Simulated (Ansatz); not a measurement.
**C2H6AlO (SMILES C[C](=[OH+])[AlH2]) (charge +1): density, localisation and related maps**

```xyz
10

C    -0.7818   -0.1692   -1.2338
C     0.0776   -0.3678   -0.0664
O     0.5585   -1.5604    0.0562
Al    0.5781    1.0827    1.3822
H    -0.3790    0.6856   -1.8293
H    -1.7684    0.2217   -0.8852
H    -0.9096   -1.0699   -1.8642
H     1.1358   -1.6609    0.8564
H    -0.0368    2.5197    1.1820
H     1.5256    0.3184    2.4021
```

Method: RKS PBE/def2-SVP (Ansatz 0.2.0).

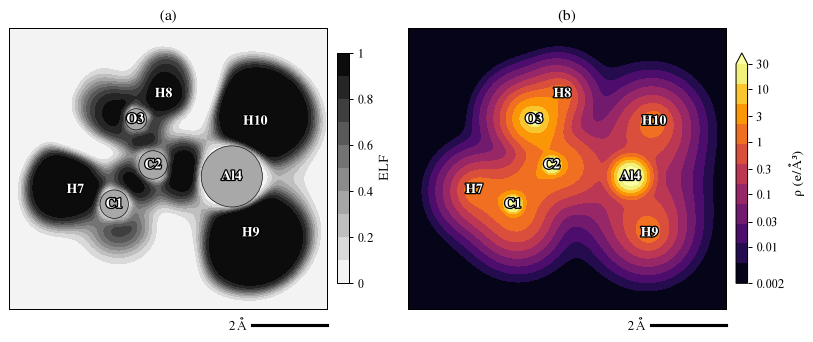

Figure 1. (a) ELF; (b) electron density on the plane of atoms C2, O3 and H8. Grey discs cover the atomic cores in the ELF map.

Q: What does the map show?

A:
- The section cuts through C, O, Al and H sites.
- C–O (1.29 Å): the density is about 2.7 e/Å³ at the midpoint; the ELF peaks at about 0.90 between the atoms, as expected for a shared but strongly polarised pair.
- C–C (1.46 Å): ρ at the midpoint is about 1.9 e/Å³; the ELF peaks at about 0.95 between the atoms (a covalent bond).
- C–Al (2.11 Å): the density is about 0.58 e/Å³ at the midpoint; the ELF peaks at about 1 between the atoms: a polar covalent bond.
- O–H (0.99 Å): ρ is about 3.6 e/Å³ halfway; the ELF climbs to about 1 towards the hydrogen, as it does in any bond to H (an ordinary covalent bond to hydrogen).
- C–H (1.11 Å): the density is about 1.9 e/Å³ at the midpoint; the ELF climbs to about 1 towards the hydrogen (a covalent bond by its length).
- The ELF also peaks beside O3, away from the bonds: lone-pair regions.

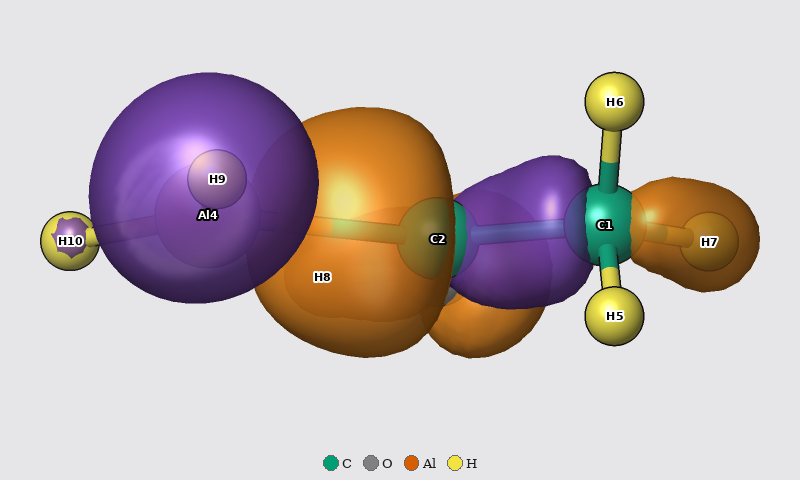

Figure 2. The HOMO−1 at ±0.15 Å⁻³ᐟ² (orange and purple are the two phases), seen from one side.

Q: What is the character of this orbital?

A: By Hirshfeld shares it lies mainly on C2 (about 30 %), Al4 (about 25 %), H9 (about 20 %), O3 (about 15 %) and C1 (about 10 %). Its energy is −12.59 eV.

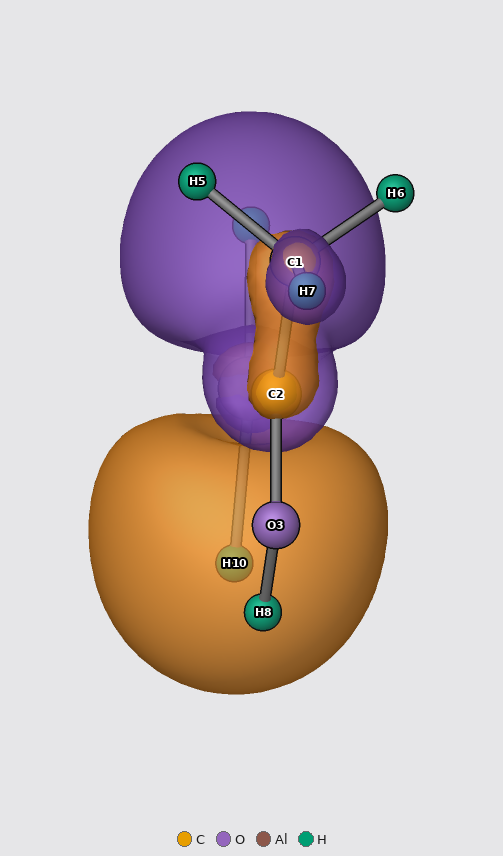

Figure 3. One frontier orbital at ±0.1 Å⁻³ᐟ² (orange and purple are the two phases), seen at an oblique angle.

Q: Which orbital is it: HOMO or LUMO?

A: The HOMO, at −12.54 eV. By Hirshfeld shares it lies mainly on H10 (about 35 %), Al4 (about 35 %) and H9 (about 20 %).
